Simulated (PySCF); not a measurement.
SMILES Br[Si](Br)(O)Br (HBr3OSi), PBE0/def2-SVP optimised geometry. Atoms within 1.6 Å of the plane z = 0.0 Å (x, y, z in Å): O1 (0.90, -0.62, 0.00), Si2 (-0.74, -0.62, 0.00), Br4 (-1.35, 1.48, 0.00), H6 (1.35, -1.48, 0.00).

Method: PBE0/def2-TZVP run with PySCF 2.14.0. Cells within 0.4 Å of a nucleus heavier than hydrogen are left out (blank, or x).

Map of the electrostatic potential (hartree/e), clipped to [-0.08, 0.12] on the plane z = 0.0 Å:

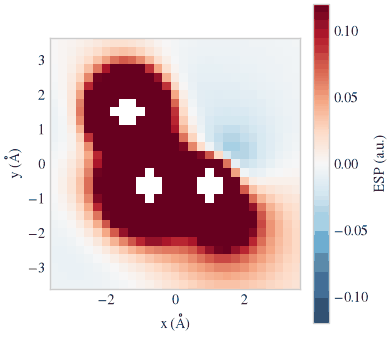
Figure. Electrostatic potential (hartree/e), clipped to [-0.08, 0.12] on the plane z = 0.0 Å.
